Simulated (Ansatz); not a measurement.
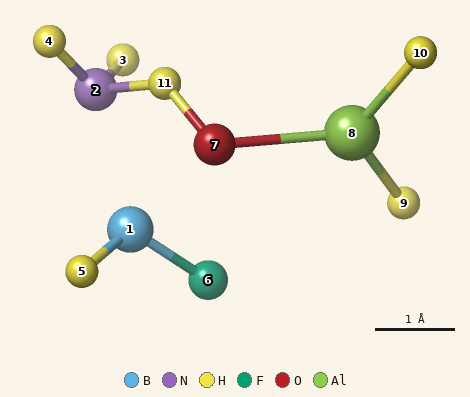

Figure 1. The input geometry (ball-and-stick view, seen at a tilt; atoms are numbered from 1 in the order of the input). Sticks mark near contacts. Bond lengths as drawn: Al–H 1.56 Å, Al–O 1.78 Å, B–F 1.32 Å, B–H 1.19 Å, H–N 1.06 to 1.13 Å and H–O 1.16 Å.

AlBNH6OF: geometry relaxation (part 1 of 2)

System: AlBNH6OF.
Method: RKS PBE0/def2-SVP (Ansatz 0.2.0).

The input holds or restrains some coordinates. Forces given for the steps count only the free coordinates. It belongs to a series of runs on one base structure; here: pulled along the bonds that form and break, towards end A. Figures and captions count atoms from 1; the log counts them from 0 in places.

The input:
```yaml
crystal:
  periodic: [false, false, false]
  atoms:
    - { symbol: B, position_ang: [0.0, 0.0, 0.0] }
    - { symbol: "N", position_ang: [0.0, 0.0, 1.9] }
    - { symbol: H, position_ang: [-0.877, -0.2713, 2.43] }
    - { symbol: H, position_ang: [0.877, 0.2713, 2.43] }
    - { symbol: H, position_ang: [1.0305, 0.0, -0.595] }
    - { symbol: F, position_ang: [-1.1431, 0.0, -0.66] }
    - { symbol: O, position_ang: [-0.2139, 1.6086, 0.5392] }
    - { symbol: Al, position_ang: [-1.7146, 2.5509, 0.3706] }
    - { symbol: H, position_ang: [-2.9671, 1.9092, -0.3024] }
    - { symbol: H, position_ang: [-1.7772, 4.0185, 0.8959] }
    - { symbol: H, position_ang: [-0.1432, 1.0772, 1.5734] }
basis:
  gaussian: { orbitals: def2-SVP }
hamiltonian:
  xc: pbe0
relax:
  f_tol: 0.15
  max_steps: 25
  restrain:
    - { distance: [0, 6], at: 2.61, k: 30.0 }
    - { distance: [10, 1], at: 2.26, k: 30.0 }
    - { distance: [0, 1], at: 1.55, k: 30.0 }
    - { distance: [10, 6], at: 1.01, k: 30.0 }
```

Machine: 2 threads of AMD EPYC (Zen 5), 32 GiB of memory available, shared host.

Launch command:
```bash
ansatz run input.yaml --threads 2 --pin off --max-ram 3072MiB --backend cpu --events-out ev --progress --plain --runs-dir out
```

The program's output:
```
The last accepted step is kept in [file] (removed where the run ends without a failure and the disk answers)
Engine: ansatz 0.2.0, x86_64-unknown-linux-gnu
Functional definition: PBE0
  parameter a = 0.25
  parameter kappa = 0.804
  parameter beta = 0.06672455060314922
  exchange = (1 - a)*pbe_x(kappa = kappa, mu = beta*pi^2/3) + a*exact_x
  correlation = pbe_c(beta = beta)
1111 factors; integrals over basis functions are off by at most 4.7e-4 eV
mean field evaluation 1: about -13599.1561 eV, gradient 6.6e1 eV
mean field evaluation 2: about -13564.8601 eV, gradient 1.4e2 eV
mean field evaluation 4: about -13607.1005 eV, gradient 1.0e1 eV
mean field evaluation 8: about -13607.3315 eV, gradient 3.1e-1 eV
mean field evaluation 16: about -13607.3317 eV, gradient 3.2e-5 eV
mean field -13607.33170752 eV, -500.0602168707 hartree, gradient 3.2e-5 eV, S^2 0.000000; 0 other end points of the search recorded, 0 dependent functions left out
the calculation of the forces begins
reference -13607.33174060 eV, -500.0602180864 hartree; 24, 24 occupied and 80, 80 virtual orbitals, 1111 factors
relax step   1: F+E_penalty+E_count = -13607.33170752 eV  Δ(F+E_penalty+E_count) = +0.000e0 eV  max|allowed force component| = 5.146e0 eV/Å  E_restraint = 33.34211914 eV  max|allowed force component, restraints' pulls added| = 3.422e1 eV/Å  Δτ_max = 0.0000 Å  (27 SCF iters, accepted)
  distance B 0 - O 6 = 1.7100 Å
  distance H 10 - N 1 = 1.1347 Å
  distance B 0 - N 1 = 1.9000 Å
  distance H 10 - O 6 = 1.1649 Å
these checks for a lower state are left out or cut short: starts, cluster_reference, orbital_swaps, neighbouring_geometries, increment
1111 factors; integrals over basis functions are off by at most 6.2e-4 eV
mean field -13607.67299117 eV, -500.0727588133 hartree, gradient 1.2e-5 eV, S^2 0.000000; 0 other end points of the search recorded, 0 dependent functions left out
[... from here on the field's lines of each further geometry are left out, up to the last ...]
relax step   2: F+E_penalty+E_count = -13607.67299117 eV  Δ(F+E_penalty+E_count) = -3.413e-1 eV  max|allowed force component| = 3.397e0 eV/Å  E_restraint = 16.53020607 eV  max|allowed force component, restraints' pulls added| = 2.472e1 eV/Å  Δτ_max = 0.1946 Å  (37 SCF iters, accepted)
relax step   3: F+E_penalty+E_count = -13607.87114934 eV  Δ(F+E_penalty+E_count) = -1.982e-1 eV  max|allowed force component| = 2.773e0 eV/Å  E_restraint = 5.36229097 eV  max|allowed force component, restraints' pulls added| = 1.311e1 eV/Å  Δτ_max = 0.1948 Å  (35 SCF iters, accepted)
relax step   4: F+E_penalty+E_count = -13608.51779335 eV  Δ(F+E_penalty+E_count) = -6.466e-1 eV  max|allowed force component| = 2.404e0 eV/Å  E_restraint = 0.54242694 eV  max|allowed force component, restraints' pulls added| = 4.409e0 eV/Å  Δτ_max = 0.1946 Å  (29 SCF iters, accepted)
relax step   5: F+E_penalty+E_count = -13609.47761979 eV  Δ(F+E_penalty+E_count) = -9.598e-1 eV  max|allowed force component| = 1.739e0 eV/Å  E_restraint = 0.09462523 eV  max|allowed force component, restraints' pulls added| = 1.626e0 eV/Å  Δτ_max = 0.1948 Å  (29 SCF iters, accepted)
relax step   6: F+E_penalty+E_count = -13609.76464151 eV  Δ(F+E_penalty+E_count) = -2.870e-1 eV  max|allowed force component| = 1.868e0 eV/Å  E_restraint = 0.08767940 eV  max|allowed force component, restraints' pulls added| = 1.829e0 eV/Å  Δτ_max = 0.1932 Å  (29 SCF iters, accepted)
relax step   7: F+E_penalty+E_count = -13609.94286231 eV  Δ(F+E_penalty+E_count) = -1.782e-1 eV  max|allowed force component| = 1.823e0 eV/Å  E_restraint = 0.09790515 eV  max|allowed force component, restraints' pulls added| = 7.037e-1 eV/Å  Δτ_max = 0.2000 Å  (30 SCF iters, accepted)
relax step   8: F+E_penalty+E_count = -13610.02675920 eV  Δ(F+E_penalty+E_count) = -8.390e-2 eV  max|allowed force component| = 2.278e0 eV/Å  E_restraint = 0.08484583 eV  max|allowed force component, restraints' pulls added| = 8.122e-1 eV/Å  Δτ_max = 0.1942 Å  (28 SCF iters, accepted)
relax step   9: F+E_penalty+E_count = -13610.09097140 eV  Δ(F+E_penalty+E_count) = -6.421e-2 eV  max|allowed force component| = 2.287e0 eV/Å  E_restraint = 0.09178448 eV  max|allowed force component, restraints' pulls added| = 5.228e-1 eV/Å  Δτ_max = 0.1992 Å  (30 SCF iters, accepted)
relax step  10: F+E_penalty+E_count = -13610.14229374 eV  Δ(F+E_penalty+E_count) = -5.132e-2 eV  max|allowed force component| = 2.214e0 eV/Å  E_restraint = 0.09790013 eV  max|allowed force component, restraints' pulls added| = 2.879e-1 eV/Å  Δτ_max = 0.1981 Å  (28 SCF iters, accepted)
relax step  11: F+E_penalty+E_count = -13610.16719358 eV  Δ(F+E_penalty+E_count) = -2.490e-2 eV  max|allowed force component| = 2.281e0 eV/Å  E_restraint = 0.10186704 eV  max|allowed force component, restraints' pulls added| = 4.154e-1 eV/Å  Δτ_max = 0.1952 Å  (30 SCF iters, accepted)
relax step  12: F+E_penalty+E_count = -13610.22013122 eV  Δ(F+E_penalty+E_count) = -5.294e-2 eV  max|allowed force component| = 2.198e0 eV/Å  E_restraint = 0.10048132 eV  max|allowed force component, restraints' pulls added| = 3.382e-1 eV/Å  Δτ_max = 0.1997 Å  (28 SCF iters, accepted)
relax step  13: F+E_penalty+E_count = -13610.25779050 eV  Δ(F+E_penalty+E_count) = -3.766e-2 eV  max|allowed force component| = 2.182e0 eV/Å  E_restraint = 0.10016216 eV  max|allowed force component, restraints' pulls added| = 1.889e-1 eV/Å  Δτ_max = 0.2000 Å  (30 SCF iters, accepted)
relax step  14: F+E_penalty+E_count = -13610.28139146 eV  Δ(F+E_penalty+E_count) = -2.360e-2 eV  max|allowed force component| = 2.137e0 eV/Å  E_restraint = 0.09829671 eV  max|allowed force component, restraints' pulls added| = 1.889e-1 eV/Å  Δτ_max = 0.1951 Å  (29 SCF iters, accepted)
relax step  15: F+E_penalty+E_count = -13610.29761443 eV  Δ(F+E_penalty+E_count) = -1.622e-2 eV  max|allowed force component| = 2.227e0 eV/Å  E_restraint = 0.09845388 eV  max|allowed force component, restraints' pulls added| = 4.829e-1 eV/Å  Δτ_max = 0.1986 Å  (30 SCF iters, accepted)
relax step  16: F+E_penalty+E_count = -13610.31274461 eV  Δ(F+E_penalty+E_count) = -1.513e-2 eV  max|allowed force component| = 2.138e0 eV/Å  E_restraint = 0.09736800 eV  max|allowed force component, restraints' pulls added| = 2.794e-1 eV/Å  Δτ_max = 0.1940 Å  (30 SCF iters, accepted)
relax step  17: F+E_penalty+E_count = -13610.34105762 eV  Δ(F+E_penalty+E_count) = -2.831e-2 eV  max|allowed force component| = 2.202e0 eV/Å  E_restraint = 0.09540755 eV  max|allowed force component, restraints' pulls added| = 2.246e-1 eV/Å  Δτ_max = 0.1950 Å  (30 SCF iters, accepted)
relax step  18: F+E_penalty+E_count = -13610.38190421 eV  Δ(F+E_penalty+E_count) = -4.085e-2 eV  max|allowed force component| = 2.435e0 eV/Å  E_restraint = 0.09623494 eV  max|allowed force component, restraints' pulls added| = 4.168e-1 eV/Å  Δτ_max = 0.1923 Å  (29 SCF iters, accepted)
relax step  19: F+E_penalty+E_count = -13610.44409487 eV  Δ(F+E_penalty+E_count) = -6.219e-2 eV  max|allowed force component| = 2.465e0 eV/Å  E_restraint = 0.09907618 eV  max|allowed force component, restraints' pulls added| = 5.390e-1 eV/Å  Δτ_max = 0.1979 Å  (29 SCF iters, accepted)
relax step  20: F+E_penalty+E_count = -13610.46838475 eV  Δ(F+E_penalty+E_count) = -2.429e-2 eV  max|allowed force component| = 2.730e0 eV/Å  E_restraint = 0.11203652 eV  max|allowed force component, restraints' pulls added| = 4.543e-1 eV/Å  Δτ_max = 0.1311 Å  (29 SCF iters, accepted)
relax step  21: F+E_penalty+E_count = -13610.49736550 eV  Δ(F+E_penalty+E_count) = -2.898e-2 eV  max|allowed force component| = 2.409e0 eV/Å  E_restraint = 0.12050062 eV  max|allowed force component, restraints' pulls added| = 1.883e-1 eV/Å  Δτ_max = 0.0781 Å  (31 SCF iters, accepted)
relax step  22: F+E_penalty+E_count = -13610.50954209 eV  Δ(F+E_penalty+E_count) = -1.218e-2 eV  max|allowed force component| = 2.349e0 eV/Å  E_restraint = 0.13312830 eV  max|allowed force component, restraints' pulls added| = 2.235e-1 eV/Å  Δτ_max = 0.1352 Å  (30 SCF iters, rejected (line search))
the calculation of the forces begins
reference -13610.50925205 eV, -500.1769894781 hartree; 24, 24 occupied and 80, 80 virtual orbitals, 1111 factors
relax step  23: F+E_penalty+E_count = -13610.50921991 eV  Δ(F+E_penalty+E_count) = -1.185e-2 eV  max|allowed force component| = 2.445e0 eV/Å  E_restraint = 0.12772193 eV  max|allowed force component, restraints' pulls added| = 6.120e-2 eV/Å  Δτ_max = 0.0645 Å  (29 SCF iters, accepted)
```

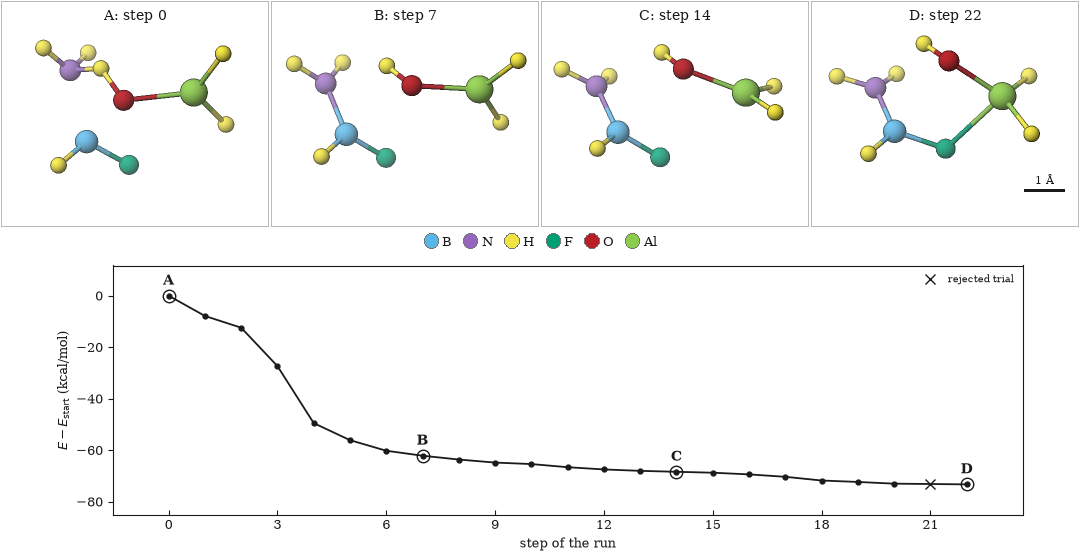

Figure 2. Frames of the restrained relaxation (ball-and-stick view, seen at a tilt) above the curves, on which the letters mark them (the first geometry is step 0 here and step 1 in the log).

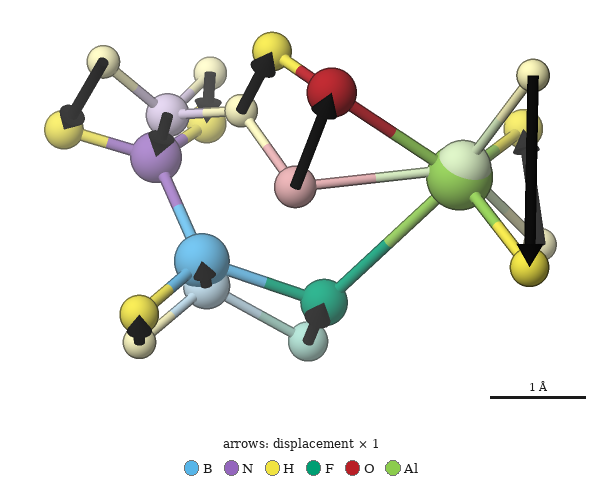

Figure 3. Start (faint) and end (solid) with the displacements as black arrows, at true length (ball-and-stick view, seen at a tilt). The two geometries are laid on each other by the best rigid fit. H10 moves most after the best rigid fit: 2.02 Å. Largest moves by element: H 2.02 Å, O 1.16 Å, F 0.59 Å, N 0.52 Å, B 0.29 Å, Al 0.12 Å. Distances before and after: N2–H11 1.135 → 2.268 Å, F6–Al8 2.810 → 2.151 Å, B1–N2 1.900 → 1.463 Å, O7–H11 1.165 → 0.982 Å. Bonds break: N2–H11 (1.13 → 2.27 Å). Among the angles that change: Al8–O7–H11 112.1° → 119.0°, O7–Al8–H10 120.0° → 115.0°, H3–N2–H4 120.0° → 115.1°. The energy falls by 73.3 kcal/mol in 22 geometry steps. Largest force component: 5.1 eV/Å at the start, 2.4 eV/Å at the end. The line search rejected the trial step at point 21 (counted from 0) and went back. (Atoms are counted from 1 in the order of the input.)
